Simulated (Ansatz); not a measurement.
**Single-point calculation, with input and output: BSiHCl**

BSiHCl, multiplicity 2, computed with UKS wB97M-V/def2-TZVPP (Ansatz 0.2.0).

The geometry comes from this level: PBE0-D4/def2-TZVP.

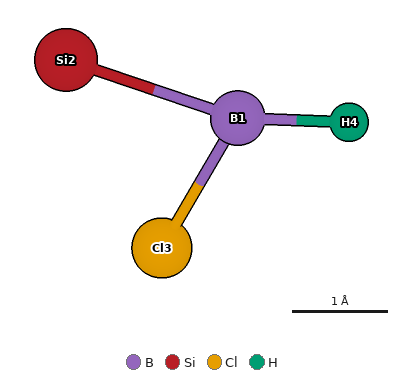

**Figure 1.** The structure (ball-and-stick view, seen at a tilt; atoms are numbered from 1 in the order of the input). Bond lengths as drawn: B–Cl 1.86 Å, B–H 1.19 Å and B–Si 1.91 Å.

### Summary

- outcome: converged
- total energy: −21090.3660 eV
- ⟨S²⟩: 0.752
- SCF solution under orbital rotations: stable
- hardware: 2 threads of Arm Neoverse V1, 23 GiB of memory available, shared host
- wall time: 9.5 s (CPU time 18 s)
- peak memory: 0.38 GiB

### The input
```yaml
crystal:
  periodic: [false, false, false]
  atoms:
    - {symbol: B, position_ang: [-0.334897, 0.215902, -0.206152]}
    - {symbol: Si, position_ang: [0.181839, 0.392032, 1.623694]}
    - {symbol: Cl, position_ang: [1.078780, -0.985299, -0.196790]}
    - {symbol: H, position_ang: [-0.925722, 0.377364, -1.220751]}
basis:
  gaussian: {orbitals: def2-TZVPP}
magnetization: {spin_polarized: true, initial_magnetization: 1}
hamiltonian: {xc: {name: wB97M-V}}
```

Launch command:
```bash
ansatz run in.yaml --threads 2 --pin off --events-out ev --progress --plain --max-ram 4352MiB
```

### What the program printed
```
Functional definition: wB97M-V
  name "wB97M-V"
  cite "Mardirossian & Head-Gordon, J. Chem. Phys. 144, 214110 (2016) doi:10.1063/1.4952647"
  cite "Becke, J. Chem. Phys. 107, 8554 (1997) doi:10.1063/1.475007"
  cite "Vydrov & Van Voorhis, J. Chem. Phys. 133, 244103 (2010) doi:10.1063/1.3521275"
  # Of w^i u^j: cxij and so on, Table III.
  parameter omega = 0.3/bohr
  parameter cx = 0.15
  parameter cx01 = 1.007
  parameter cx10 = 0.259
  parameter css00 = 0.443
  parameter css04 = -1.437
  parameter css10 = -4.535
  parameter css20 = -3.390
  parameter css43 = 4.278
  parameter cos00 = 1.000
  parameter cos10 = 1.358
  parameter cos20 = 2.924
  parameter cos21 = -8.812
  parameter cos60 = -1.390
  parameter cos61 = 9.142
  parameter b = 6.0
  parameter c = 0.01
  gx(w, u) = 1 - cx + cx01*u + cx10*w
  gss(w, u) = css00 + css04*u^4 + css10*w + css20*w^2 + css43*w^4*u^3
  gos(w, u) = cos00 + cos10*w + (cos20 + cos21*u)*w^2 + (cos60 + cos61*u)*w^6
  exchange = spin_sum(e_x_unif_sr(omega)*gx(b97_w, b97_u_x)) + cx*exact_x_sr(omega) + exact_x_lr(omega)
  correlation = spin_sum(e_c_pw_mod_same_spin*gss(b97_w, b97_u_same))
      + integral(e_c_pw_mod_opposite_spin*gos(b97_w_opposite, b97_u_opposite)) + vv10(b, c)
829 factors; their error is unknown
159 factors; integrals over basis functions are off by at most 4.9e-5 eV
mean field evaluation 1: about -21089.3753 eV, gradient 1.1e1 eV
mean field evaluation 2: about -21089.9675 eV, gradient 7.8e0 eV
mean field evaluation 4: about -21090.3423 eV, gradient 4.8e-1 eV
mean field evaluation 8: about -21090.3499 eV, gradient 4.7e-2 eV
mean field evaluation 16: about -21090.3659 eV, gradient 5.3e-4 eV
mean field -21090.36591487 eV, -775.0566518079 hartree, gradient 5.0e-5 eV, S^2 0.751907; 0 other end points of the search recorded, 0 dependent functions left out
reference -21090.36595320 eV, -775.0566532167 hartree; 19, 18 occupied and 110, 111 virtual orbitals, 829 factors
Total energy: -21090.36595320 eV, -775.0566532167 hartree
```
